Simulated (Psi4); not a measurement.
# C2H4ClSi (SMILES C=C[SiH]Cl): UHF/cc-pV(D+d)Z

What is the vertical electron affinity of C2H4ClSi at UHF/cc-pV(D+d)Z? 

The calculation is run with Psi4 1.11.

## Step 1: Starting point

C2H4ClSi: 8 atoms, total charge 0, spin state doublet. As SMILES, `C=C[SiH]Cl`. The shape is that of a PBE0-D4/def2-TZVP optimisation.

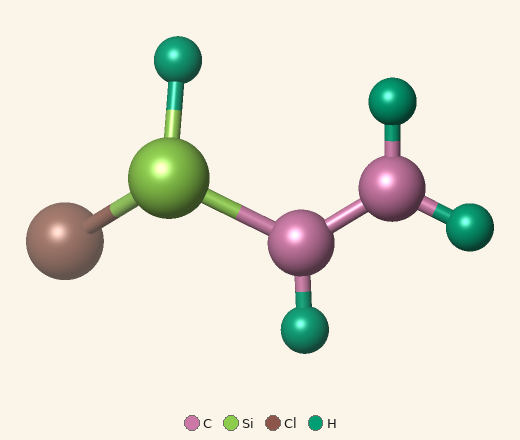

Viewed from a chosen angle; carbon pink, silicon green, chlorine brown, hydrogen teal.

## Step 2: The energy at UHF/cc-pV(D+d)Z

job.py

```python
import psi4

psi4.set_memory(1600000000)
psi4.set_num_threads(1)
psi4.core.set_output_file('psi4.out', False)

mol = psi4.geometry("""
0 2
C      0.647000     1.027000    -0.659700
C      0.628500    -0.066700     0.105400
Si    -0.903600    -0.642600     0.947100
Cl    -1.031600    -2.697900     0.941300
H     -0.256900     1.588200    -0.880600
H      1.563900     1.404900    -1.102500
H      1.561300    -0.591000     0.301600
H     -2.116300    -0.079100     0.291500
units angstrom
symmetry c1
""")

options = {'basis': 'cc-pV(D+d)Z', 'reference': 'uhf', 'puream': True, 'scf_type': 'pk', 'maxiter': 100}
psi4.set_options(options)

energy_value, wavefunction = psi4.energy('hf', return_wfn=True)
print(f'hf energy: {energy_value:.10f} Eh')
for k, v in sorted(psi4.core.scalar_variables().items()):
    print(f'{k:45s} {v:18.10f}')
```

Run with:

```
$ python job.py
```

psi4.out, cut to the lines that bear on the results:

```text
[...]
  Running in c1 symmetry.
[...]
  Nuclear repulsion =  182.848461531702696
[...]
  Multiplicity = 2
[...]
  Nalpha       = 24
  Nbeta        = 23
[...]
    Number of basis functions: 94
[...]
   @UHF iter   1:  -826.36514930060173   -5.79914e-01   4.14703e-03 ADIIS/DIIS
[...]
   @UHF iter  13:  -826.50726293382627   -2.51515e-07   9.42628e-07 DIIS
[...]
   @S^2 Observed:                8.693787610E-01
[...]
    Orbital Energies [Eh]
    ---------------------
    Alpha Occupied:
       1A   -104.819434     2A    -68.821893     3A    -11.264867
       4A    -11.237202     5A    -10.548132     6A     -8.015738
       7A     -8.013103     8A     -8.012429     9A     -6.168990
      10A     -4.279836    11A     -4.272610    12A     -4.270974
      13A     -1.097162    14A     -1.056968    15A     -0.811315
      16A     -0.706143    17A     -0.635038    18A     -0.582903
      19A     -0.524681    20A     -0.493408    21A     -0.488978
      22A     -0.446870    23A     -0.416476    24A     -0.323931
    Alpha Virtual:
      25A      0.112725    26A      0.155390    27A      0.180930
[...]
  @UHF Final Energy:  -826.50726293382627
   => Energetics <=
    Nuclear Repulsion Energy =            182.8484615317026964
    One-Electron Energy =               -1504.5889726759673977
    Two-Electron Energy =                 495.2332482104384894
    Total Energy =                       -826.5072629338262686
  UHF NO Occupations:
  HONO-2 :   22  A 1.9989467
  HONO-1 :   23  A 1.9413115
  HONO-0 :   24  A 1.0000000
  LUNO+0 :   25  A 0.0586885
  LUNO+1 :   26  A 0.0010533
[...]
 Multipole Moments:
 ------------------------------------------------------------------------------------
     Multipole            Electronic (a.u.)      Nuclear  (a.u.)        Total (a.u.)
 ------------------------------------------------------------------------------------
 L = 1.  Multiply by 2.5417464519 to convert [e a0] to [Debye]
 Dipole X            :         -2.7224509            3.0515260            0.3290751
 Dipole Y            :         -6.9013906            7.7245170            0.8231264
 Dipole Z            :          3.5663544           -3.7566111           -0.1902567
 Magnitude           :                                                    0.9066560
[...]
```

The script printed:

```text
hf energy: -826.5072629338 Eh
CURRENT ENERGY                                   -826.5072629338
CURRENT REFERENCE ENERGY                         -826.5072629338
DD SOLVATION ENERGY                                 0.0000000000
HF KINETIC ENERGY                                 826.5757708376
HF POTENTIAL ENERGY                             -1653.0830337714
HF TOTAL ENERGY                                  -826.5072629338
HF VIRIAL RATIO                                     1.9999171184
NUCLEAR REPULSION ENERGY                          182.8484615317
ONE-ELECTRON ENERGY                             -1504.5889726760
PCM POLARIZATION ENERGY                             0.0000000000
PE ENERGY                                           0.0000000000
SCF ITERATION ENERGY                             -826.5072629338
SCF ITERATIONS                                     13.0000000000
SCF TOTAL ENERGY                                 -826.5072629338
TWO-ELECTRON ENERGY                               495.2332482104
```

Wall time 9 s (1 thread of AMD EPYC 7B13 (Zen 3), shared host); peak memory 0.42 GiB.

## Step 3: The singlet anion at the same level

c2h4clsi.py

```python
import psi4

psi4.set_memory(1600000000)
psi4.set_num_threads(1)
psi4.set_output_file('run.log', False)

m = psi4.geometry("""
-1 1
C      0.647000     1.027000    -0.659700
C      0.628500    -0.066700     0.105400
Si    -0.903600    -0.642600     0.947100
Cl    -1.031600    -2.697900     0.941300
H     -0.256900     1.588200    -0.880600
H      1.563900     1.404900    -1.102500
H      1.561300    -0.591000     0.301600
H     -2.116300    -0.079100     0.291500
symmetry c1
""")

psi4.set_options({
    'basis': 'cc-pV(D+d)Z',
    'puream': True,
    'scf_type': 'pk',
})

e_tot = psi4.energy('scf')
print('E =', round(e_tot, 9))
for k, v in sorted(psi4.core.scalar_variables().items()):
    print(f'{k:45s} {v:18.10f}')
```

Run with:

```
$ python c2h4clsi.py
```

run.log, cut to the lines that bear on the results:

```text
[...]
  Running in c1 symmetry.
[...]
  Nuclear repulsion =  182.848461531702696
[...]
  Multiplicity = 1
[...]
  Nalpha       = 24
  Nbeta        = 24
[...]
    Number of basis functions: 94
[...]
   @RHF iter   1:  -826.30324006738397   -5.18005e-01   5.15977e-03 DIIS/ADIIS
[...]
   @RHF iter  10:  -826.48949234780127   -3.68256e-08   4.34962e-07 DIIS
[...]
    Orbital Energies [Eh]
    ---------------------
    Doubly Occupied:
       1A   -104.615099     2A    -68.548196     3A    -11.057073
       4A    -11.053757     5A    -10.344224     6A     -7.811393
       7A     -7.809254     8A     -7.808901     9A     -5.896794
      10A     -4.003267    11A     -4.001262    12A     -3.999891
      13A     -0.892196    14A     -0.856960    15A     -0.614395
      16A     -0.487978    17A     -0.433877    18A     -0.383414
      19A     -0.310322    20A     -0.294728    21A     -0.281817
      22A     -0.244281    23A     -0.214663    24A     -0.022644
[...]
  @RHF Final Energy:  -826.48949234780127
   => Energetics <=
    Nuclear Repulsion Energy =            182.8484615317026964
    One-Electron Energy =               -1514.7031201481972857
    Two-Electron Energy =                 505.3651662686933150
    Total Energy =                       -826.4894923478012743
[...]
 Multipole Moments:
 ------------------------------------------------------------------------------------
     Multipole            Electronic (a.u.)      Nuclear  (a.u.)        Total (a.u.)
 ------------------------------------------------------------------------------------
 L = 1.  Multiply by 2.5417464519 to convert [e a0] to [Debye]
 Dipole X            :         -2.4839701            3.0515260            0.5675559
 Dipole Y            :         -8.2026744            7.7245170           -0.4781574
 Dipole Z            :          2.9188667           -3.7566111           -0.8377444
 Magnitude           :                                                    1.1191827
[...]
```

On the terminal:

```text
E = -826.489492348
CURRENT ENERGY                                   -826.4894923478
CURRENT REFERENCE ENERGY                         -826.4894923478
DD SOLVATION ENERGY                                 0.0000000000
HF KINETIC ENERGY                                 826.8429424080
HF POTENTIAL ENERGY                             -1653.3324347558
HF TOTAL ENERGY                                  -826.4894923478
HF VIRIAL RATIO                                     1.9995725306
NUCLEAR REPULSION ENERGY                          182.8484615317
ONE-ELECTRON ENERGY                             -1514.7031201482
PCM POLARIZATION ENERGY                             0.0000000000
PE ENERGY                                           0.0000000000
SCF ITERATION ENERGY                             -826.4894923478
SCF ITERATIONS                                     10.0000000000
SCF TOTAL ENERGY                                 -826.4894923478
TWO-ELECTRON ENERGY                               505.3651662687
```

Run time: 8.7 s. Hardware: 1 thread of AMD EPYC 7B13 (Zen 3), shared host; peak memory 0.42 GiB.

## Step 4: What came out

Level: UHF/cc-pV(D+d)Z.

```
                                                            quantity          value
                                      doublet C2H4ClSi: total energy  -826.50726 Eh
                                     doublet C2H4ClSi: dipole moment         2.30 D
                doublet C2H4ClSi: HOMO energy (highest over α and β)       -8.81 eV
                 doublet C2H4ClSi: LUMO energy (lowest over α and β)        1.45 eV
                                              doublet C2H4ClSi: ⟨S²⟩          0.869
                                         singlet anion: total energy  -826.48949 Eh
                                          singlet anion: HOMO energy       -0.62 eV
                                          singlet anion: LUMO energy        8.57 eV
singlet anion: HOMO–LUMO gap (to an unbound level, set by the basis)        9.19 eV
                   vertical electron affinity (to the singlet anion)      -0.484 eV
```

In words: The anion lies 0.48 eV (11.2 kcal/mol) above the neutral: the electron isn't bound at this level, and such a value depends on the basis. Hartree–Fock misses the correlation that binds many anions. ⟨S²⟩ (doublet C2H4ClSi) is 0.87 where a pure doublet has 0.75: the reference is spin-contaminated.
